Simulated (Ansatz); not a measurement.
# Run report: CH$_{11}$NOSi$_{2}$, nudged elastic band (part 1 of 2)

System: CH$_{11}$NOSi$_{2}$.
Method: RKS revPBE/6-31G* (Ansatz 0.2.0).

It belongs to a series of runs on one base structure; here: band between the two ends. Figures and captions count atoms from 1; the log counts them from 0 in places.

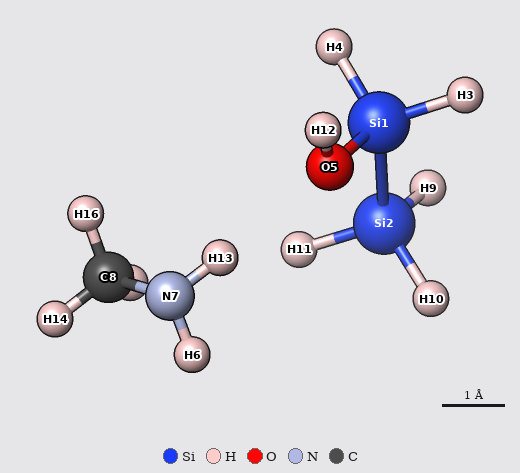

Figure 1. The input geometry (ball-and-stick view, seen at a tilt; atoms are numbered from 1 in the order of the input).

**Summary**

```tsv
quantity	value
outcome	converged
barrier, forward	1.326 eV
barrier, backward	1.841 eV
hardware	2 threads of Intel Xeon (Sapphire Rapids), 16 GiB of memory available, shared host
wall time	8.2 min (CPU time 16 min)
peak memory	0.18 GiB
```

**Notes**

The order of the saddle point was not checked.

**Input**
```yaml
crystal:
  periodic: [false, false, false]
  atoms:
    - { symbol: Si, position_ang: [-0.797898, 0.159143, -2.215922] }
    - { symbol: Si, position_ang: [-0.505831, -2.051414, -1.458173] }
    - { symbol: H, position_ang: [-0.547765, 0.24131, -3.702512] }
    - { symbol: H, position_ang: [-2.223429, 0.604523, -1.994519] }
    - { symbol: O, position_ang: [0.305498, 1.118514, -1.346053] }
    - { symbol: H, position_ang: [2.137252, 0.43256, 1.888253] }
    - { symbol: "N", position_ang: [1.398547, 1.145096, 1.817238] }
    - { symbol: C, position_ang: [0.290894, 0.765404, 2.713726] }
    - { symbol: H, position_ang: [-1.453047, -2.948375, -2.207323] }
    - { symbol: H, position_ang: [0.896564, -2.531273, -1.706436] }
    - { symbol: H, position_ang: [-0.802948, -2.171475, 0.010133] }
    - { symbol: H, position_ang: [0.271803, 2.070536, -1.565209] }
    - { symbol: H, position_ang: [1.068761, 1.095636, 0.84392] }
    - { symbol: H, position_ang: [0.642607, 0.795818, 3.760889] }
    - { symbol: H, position_ang: [-0.162908, -0.239535, 2.541521] }
    - { symbol: H, position_ang: [-0.518002, 1.513532, 2.620569] }
basis:
  gaussian: { orbitals: "6-31G*" }
hamiltonian:
  xc: revpbe
neb:
  order_check: false
  images: 7
  f_tol: 0.05
  max_iterations: 60
  final_atoms:
    - { symbol: Si, position_ang: [-0.63282489, 1.49457086, -1.04414897] }
    - { symbol: Si, position_ang: [0.38361766, -3.27379636, -0.28388442] }
    - { symbol: H, position_ang: [-0.15212309, 0.65289501, -2.19483503] }
    - { symbol: H, position_ang: [-2.09721424, 1.37970331, -0.77189721] }
    - { symbol: O, position_ang: [-0.4737593, 3.14220299, -1.40236424] }
    - { symbol: H, position_ang: [0.58288861, -2.95052375, 1.1671249] }
    - { symbol: "N", position_ang: [0.2213096, 0.83736086, 0.32457604] }
    - { symbol: C, position_ang: [-0.03085206, 1.18820408, 1.72766532] }
    - { symbol: H, position_ang: [-1.01201983, -2.92138862, -0.69837644] }
    - { symbol: H, position_ang: [1.37056658, -2.49952451, -1.1062117] }
    - { symbol: H, position_ang: [0.61360061, -4.74135036, -0.49827167] }
    - { symbol: H, position_ang: [0.41967337, 3.39626654, -1.70457359] }
    - { symbol: H, position_ang: [1.15890162, 0.46514893, 0.16330396] }
    - { symbol: H, position_ang: [0.14951567, 0.31972008, 2.38832266] }
    - { symbol: H, position_ang: [-1.08976648, 1.47692641, 1.84239963] }
    - { symbol: H, position_ang: [0.5885842, 2.03358453, 2.09127276] }
  initial_path:
    images:
      - { positions_ang: [[-0.797898, 0.159143, -2.215922], [-0.505831, -2.051414, -1.458173], [-0.547765, 0.24131, -3.702512], [-2.223429, 0.604523, -1.994519], [0.305498, 1.118514, -1.346053], [2.137252, 0.43256, 1.888253], [1.398547, 1.145096, 1.817238], [0.290894, 0.765404, 2.713726], [-1.453047, -2.948375, -2.207323], [0.896564, -2.531273, -1.706436], [-0.802948, -2.171475, 0.010133], [0.271803, 2.070536, -1.565209], [1.068761, 1.095636, 0.84392], [0.642607, 0.795818, 3.760889], [-0.162908, -0.239535, 2.541521], [-0.518002, 1.513532, 2.620569]] }
      - { positions_ang: [[-0.72560705, 0.27372221, -1.92172332], [-0.35036093, -2.01155333, -1.29898176], [-0.71759996, 0.2573021, -3.35445885], [-2.05271643, 0.81214737, -1.59396861], [0.42847698, 1.20565151, -1.39479475], [1.79325959, 0.17154181, 1.51304423], [1.17542412, 1.01460713, 1.57068374], [0.16277934, 0.73792687, 2.55419861], [-1.35754831, -2.8275115, -2.02084006], [0.9830463, -2.46976084, -1.69968723], [-0.53825679, -2.32236446, 0.09778215], [0.41662697, 1.98064337, -1.78847116], [1.13124, 1.12908496, 0.84804119], [0.58643866, 0.70575234, 3.55420239], [-0.37660351, -0.20156478, 2.41318207], [-0.55850098, 1.54437522, 2.52189336]] }
      - { positions_ang: [[-0.6533161, 0.38830141, -1.62752463], [-0.19489086, -1.97169266, -1.13979053], [-0.88743492, 0.2732942, -3.0064057], [-1.88200386, 1.01977174, -1.19341821], [0.55145597, 1.29278902, -1.44353649], [1.44926717, -0.08947638, 1.13783547], [0.95230123, 0.88411827, 1.32412947], [0.03466468, 0.71044974, 2.39467121], [-1.26204963, -2.70664799, -1.83435713], [1.06952859, -2.40824867, -1.69293846], [-0.27356557, -2.47325392, 0.1854313], [0.56145094, 1.89075075, -2.01173333], [1.193719, 1.16253392, 0.85216237], [0.53027032, 0.61568669, 3.34751579], [-0.59029901, -0.16359455, 2.28484315], [-0.59899996, 1.57521844, 2.42321773]] }
      - { positions_ang: [[-0.58102515, 0.50288062, -1.33332595], [-0.03942078, -1.93183198, -0.98059929], [-1.05726988, 0.2892863, -2.65835256], [-1.71129129, 1.22739612, -0.79286782], [0.67443495, 1.37992652, -1.49227824], [1.10527476, -0.35049458, 0.7626267], [0.72917835, 0.7536294, 1.07757521], [-0.09344998, 0.68297261, 2.23514382], [-1.16655094, -2.58578449, -1.64787419], [1.15601089, -2.34673651, -1.68618969], [-0.00887436, -2.62414338, 0.27308045], [0.70627491, 1.80085812, -2.23499549], [1.25619799, 1.19598287, 0.85628356], [0.47410198, 0.52562103, 3.14082918], [-0.80399452, -0.12562433, 2.15650422], [-0.63949893, 1.60606166, 2.32454209]] }
      - { positions_ang: [[-0.50873419, 0.61745983, -1.03912727], [0.11604929, -1.89197131, -0.82140805], [-1.22710485, 0.3052784, -2.31029941], [-1.54057872, 1.43502049, -0.39231742], [0.79741394, 1.46706403, -1.54101998], [0.76128234, -0.61151277, 0.38741793], [0.50605547, 0.62314053, 0.83102094], [-0.22156464, 0.65549548, 2.07561643], [-1.07105225, -2.46492098, -1.46139126], [1.24249318, -2.28522434, -1.67944093], [0.25581685, -2.77503283, 0.3607296], [0.85109888, 1.71096549, -2.45825765], [1.31867699, 1.22943183, 0.86040474], [0.41793365, 0.43555537, 2.93414257], [-1.01769002, -0.0876541, 2.0281653], [-0.67999791, 1.63690487, 2.22586645]] }
      - { positions_ang: [[-0.53975687, 0.83673759, -1.04038269], [0.18294138, -2.23742757, -0.68702715], [-0.95835941, 0.39218256, -2.28143332], [-1.6797376, 1.42119119, -0.48721237], [0.47962063, 1.88584877, -1.50635604], [0.71668391, -1.19626551, 0.58234467], [0.434869, 0.67669562, 0.70440972], [-0.1738865, 0.78867263, 1.98862865], [-1.05629415, -2.57903789, -1.27063755], [1.27451153, -2.33879939, -1.53613362], [0.34526279, -3.26661222, 0.14597928], [0.7432425, 2.13229076, -2.26983664], [1.27873315, 1.03836111, 0.68612955], [0.35082915, 0.40659655, 2.79768759], [-1.03570914, 0.30349103, 1.98172388], [-0.36285238, 1.73607479, 2.19221803]] }
      - { positions_ang: [[-0.57077954, 1.05601535, -1.04163812], [0.24983347, -2.58288384, -0.55264624], [-0.68961397, 0.47908671, -2.25256722], [-1.81889648, 1.4073619, -0.58210732], [0.16182732, 2.30463351, -1.47169211], [0.67208547, -1.78101826, 0.77727142], [0.36368253, 0.7302507, 0.57779849], [-0.12620835, 0.92184978, 1.90164087], [-1.04153604, -2.6931548, -1.07988385], [1.30652988, -2.39237443, -1.39282631], [0.43470873, -3.7581916, -0.06877103], [0.63538612, 2.55361602, -2.08141562], [1.2387893, 0.84729038, 0.51185435], [0.28372466, 0.37763773, 2.66123262], [-1.05372825, 0.69463615, 1.93528246], [-0.04570685, 1.8352447, 2.15856961]] }
      - { positions_ang: [[-0.60180222, 1.27529311, -1.04289355], [0.31672557, -2.9283401, -0.41826533], [-0.42086853, 0.56599086, -2.22370113], [-1.95805536, 1.3935326, -0.67700226], [-0.15596599, 2.72341825, -1.43702817], [0.62748704, -2.36577101, 0.97219816], [0.29249607, 0.78380578, 0.45118727], [-0.07853021, 1.05502693, 1.8146531], [-1.02677793, -2.80727171, -0.88913015], [1.33854823, -2.44594947, -1.24951901], [0.52415467, -4.24977098, -0.28352135], [0.52752974, 2.97494128, -1.89299461], [1.19884546, 0.65621966, 0.33757916], [0.21662016, 0.3486789, 2.52477764], [-1.07174737, 1.08578128, 1.88884105], [0.27143867, 1.93441461, 2.12492118]] }
      - { positions_ang: [[-0.63282489, 1.49457086, -1.04414897], [0.38361766, -3.27379636, -0.28388442], [-0.15212309, 0.65289501, -2.19483503], [-2.09721424, 1.37970331, -0.77189721], [-0.4737593, 3.14220299, -1.40236424], [0.58288861, -2.95052375, 1.1671249], [0.2213096, 0.83736086, 0.32457604], [-0.03085206, 1.18820408, 1.72766532], [-1.01201983, -2.92138862, -0.69837644], [1.37056658, -2.49952451, -1.1062117], [0.61360061, -4.74135036, -0.49827167], [0.41967337, 3.39626654, -1.70457359], [1.15890162, 0.46514893, 0.16330396], [0.14951567, 0.31972008, 2.38832266], [-1.08976648, 1.47692641, 1.84239963], [0.5885842, 2.03358453, 2.09127276]] }
```

Command:
```bash
ansatz run input.yaml --threads 2 --pin off --max-ram 3072MiB --backend cpu --events-out ev --progress --plain --runs-dir out
```

**Output**
```
Engine: ansatz 0.2.0, x86_64-unknown-linux-gnu
Functional definition: revPBE
  parameter kappa = 1.245
  parameter beta = 0.06672455060314922
  exchange = pbe_x(kappa = kappa, mu = beta*pi^2/3)
  correlation = pbe_c(beta = beta)
1394 factors; their error is unknown
mean field evaluation 1: about -20491.9993 eV, gradient 7.4e1 eV
mean field evaluation 2: about -20411.9691 eV, gradient 1.7e2 eV
mean field evaluation 4: about -20502.7359 eV, gradient 1.2e1 eV
mean field evaluation 8: about -20503.0486 eV, gradient 1.3e-1 eV
mean field evaluation 16: about -20502.9383 eV, gradient 3.2e-3 eV
mean field -20502.93826411 eV, -753.4690838154 hartree, gradient 3.6e-5 eV, S^2 0.000000; 0 other end points of the search recorded, 0 dependent functions left out
the calculation of the forces begins
reference -20502.93832010 eV, -753.4690858731 hartree; 30, 30 occupied and 75, 75 virtual orbitals, 1394 factors
1394 factors; their error is unknown
mean field evaluation 32: about -20503.4540 eV, gradient 4.9e-2 eV
mean field -20503.45397447 eV, -753.4880358215 hartree, gradient 2.2e-5 eV, S^2 0.000000; 0 other end points of the search recorded, 0 dependent functions left out
[... from here on the field's lines of each further geometry are left out, up to the last ...]
NEB iter   1: max|band force component| = 6.927e1 eV/Å  barrier→ = 14.3611 eV  barrier← = 14.8768 eV  Δτ_max = 0.2000 Å  (275 SCF iters)
NEB iter   2: max|band force component| = 8.390e0 eV/Å  barrier→ = 1.9318 eV  barrier← = 2.4475 eV  Δτ_max = 0.2000 Å  (239 SCF iters)
NEB iter   3: max|band force component| = 1.063e1 eV/Å  barrier→ = 1.9091 eV  barrier← = 2.4248 eV  Δτ_max = 0.1031 Å  (210 SCF iters)
NEB iter   4: max|band force component| = 2.573e0 eV/Å  barrier→ = 0.9586 eV  barrier← = 1.4743 eV  Δτ_max = 0.2000 Å  (206 SCF iters)
NEB iter   5: max|band force component| = 6.993e-1 eV/Å  barrier→ = 0.9492 eV  barrier← = 1.4649 eV  Δτ_max = 0.2000 Å  (203 SCF iters)
NEB iter   6: max|band force component| = 1.240e0 eV/Å  barrier→ = 0.7228 eV  barrier← = 1.2385 eV  Δτ_max = 0.1017 Å  (201 SCF iters)
NEB iter   7: max|band force component| = 1.023e0 eV/Å  barrier→ = 0.6021 eV  barrier← = 1.1178 eV  Δτ_max = 0.1001 Å  (204 SCF iters)
NEB iter   8: max|band force component| = 5.558e-1 eV/Å  barrier→ = 0.4793 eV  barrier← = 0.9950 eV  CI = image 4  Δτ_max = 0.1987 Å  (205 SCF iters)
NEB iter   9: max|band force component| = 1.403e0 eV/Å  barrier→ = 1.0728 eV  barrier← = 1.5885 eV  CI = image 4  Δτ_max = 0.1003 Å  (203 SCF iters)
NEB iter  10: max|band force component| = 1.478e0 eV/Å  barrier→ = 1.1486 eV  barrier← = 1.6644 eV  CI = image 4  Δτ_max = 0.2000 Å  (203 SCF iters)
NEB iter  11: max|band force component| = 1.408e0 eV/Å  barrier→ = 1.4243 eV  barrier← = 1.9400 eV  CI = image 4  Δτ_max = 0.2000 Å  (198 SCF iters)
NEB iter  12: max|band force component| = 1.088e0 eV/Å  barrier→ = 1.5584 eV  barrier← = 2.0741 eV  CI = image 4  Δτ_max = 0.2000 Å  (203 SCF iters)
NEB iter  13: max|band force component| = 9.039e-1 eV/Å  barrier→ = 1.6021 eV  barrier← = 2.1178 eV  CI = image 4  Δτ_max = 0.1996 Å  (202 SCF iters)
NEB iter  14: max|band force component| = 8.554e-1 eV/Å  barrier→ = 1.5503 eV  barrier← = 2.0660 eV  CI = image 4  Δτ_max = 0.2000 Å  (205 SCF iters)
NEB iter  15: max|band force component| = 8.086e-1 eV/Å  barrier→ = 1.4919 eV  barrier← = 2.0076 eV  CI = image 4  Δτ_max = 0.2000 Å  (205 SCF iters)
NEB iter  16: max|band force component| = 5.809e-1 eV/Å  barrier→ = 1.4595 eV  barrier← = 1.9752 eV  CI = image 4  Δτ_max = 0.2000 Å  (202 SCF iters)
NEB iter  17: max|band force component| = 5.721e-1 eV/Å  barrier→ = 1.4144 eV  barrier← = 1.9301 eV  CI = image 4  Δτ_max = 0.2000 Å  (204 SCF iters)
NEB iter  18: max|band force component| = 6.808e-1 eV/Å  barrier→ = 1.3774 eV  barrier← = 1.8931 eV  CI = image 4  Δτ_max = 0.2000 Å  (207 SCF iters)
NEB iter  19: max|band force component| = 1.347e0 eV/Å  barrier→ = 1.3538 eV  barrier← = 1.8695 eV  CI = image 4  Δτ_max = 0.1005 Å  (207 SCF iters)
NEB iter  20: max|band force component| = 1.162e0 eV/Å  barrier→ = 1.3448 eV  barrier← = 1.8605 eV  CI = image 4  Δτ_max = 0.0999 Å  (200 SCF iters)
NEB iter  21: max|band force component| = 1.215e0 eV/Å  barrier→ = 1.3403 eV  barrier← = 1.8560 eV  CI = image 4  Δτ_max = 0.2000 Å  (207 SCF iters)
NEB iter  22: max|band force component| = 5.979e-1 eV/Å  barrier→ = 1.3378 eV  barrier← = 1.8535 eV  CI = image 4  Δτ_max = 0.1990 Å  (210 SCF iters)
NEB iter  23: max|band force component| = 2.864e-1 eV/Å  barrier→ = 1.3352 eV  barrier← = 1.8509 eV  CI = image 4  Δτ_max = 0.2000 Å  (209 SCF iters)
NEB iter  24: max|band force component| = 6.127e-1 eV/Å  barrier→ = 1.3308 eV  barrier← = 1.8466 eV  CI = image 4  Δτ_max = 0.1005 Å  (203 SCF iters)
NEB iter  25: max|band force component| = 4.804e-1 eV/Å  barrier→ = 1.3284 eV  barrier← = 1.8441 eV  CI = image 4  Δτ_max = 0.1007 Å  (202 SCF iters)
NEB iter  26: max|band force component| = 2.203e-1 eV/Å  barrier→ = 1.3278 eV  barrier← = 1.8435 eV  CI = image 4  Δτ_max = 0.1003 Å  (208 SCF iters)
NEB iter  27: max|band force component| = 3.761e-1 eV/Å  barrier→ = 1.3272 eV  barrier← = 1.8429 eV  CI = image 4  Δτ_max = 0.0501 Å  (210 SCF iters)
NEB iter  28: max|band force component| = 2.644e-1 eV/Å  barrier→ = 1.3268 eV  barrier← = 1.8425 eV  CI = image 4  Δτ_max = 0.0501 Å  (210 SCF iters)
NEB iter  29: max|band force component| = 1.708e-1 eV/Å  barrier→ = 1.3267 eV  barrier← = 1.8424 eV  CI = image 4  Δτ_max = 0.0501 Å  (213 SCF iters)
NEB iter  30: max|band force component| = 9.507e-2 eV/Å  barrier→ = 1.3265 eV  barrier← = 1.8422 eV  CI = image 4  Δτ_max = 0.0500 Å  (209 SCF iters)
NEB iter  31: max|band force component| = 1.062e-1 eV/Å  barrier→ = 1.3262 eV  barrier← = 1.8419 eV  CI = image 4  Δτ_max = 0.0501 Å  (211 SCF iters)
NEB iter  32: max|band force component| = 1.386e-1 eV/Å  barrier→ = 1.3261 eV  barrier← = 1.8418 eV  CI = image 4  Δτ_max = 0.0250 Å  (214 SCF iters)
NEB iter  33: max|band force component| = 1.118e-1 eV/Å  barrier→ = 1.3260 eV  barrier← = 1.8417 eV  CI = image 4  Δτ_max = 0.0250 Å  (216 SCF iters)
NEB iter  34: max|band force component| = 7.200e-2 eV/Å  barrier→ = 1.3259 eV  barrier← = 1.8416 eV  CI = image 4  Δτ_max = 0.0250 Å  (213 SCF iters)
NEB iter  35: max|band force component| = 5.891e-2 eV/Å  barrier→ = 1.3259 eV  barrier← = 1.8416 eV  CI = image 4  Δτ_max = 0.0502 Å  (203 SCF iters)
NEB iter  36: max|band force component| = 6.779e-2 eV/Å  barrier→ = 1.3258 eV  barrier← = 1.8415 eV  CI = image 4  Δτ_max = 0.0502 Å  (199 SCF iters)
NEB iter  37: max|band force component| = 7.106e-2 eV/Å  barrier→ = 1.3258 eV  barrier← = 1.8415 eV  CI = image 4  Δτ_max = 0.0250 Å  (205 SCF iters)
NEB iter  38: max|band force component| = 6.860e-2 eV/Å  barrier→ = 1.3258 eV  barrier← = 1.8415 eV  CI = image 4  Δτ_max = 0.0251 Å  (199 SCF iters)
NEB iter  39: max|band force component| = 5.759e-2 eV/Å  barrier→ = 1.3258 eV  barrier← = 1.8415 eV  CI = image 4  Δτ_max = 0.0250 Å  (201 SCF iters)
```
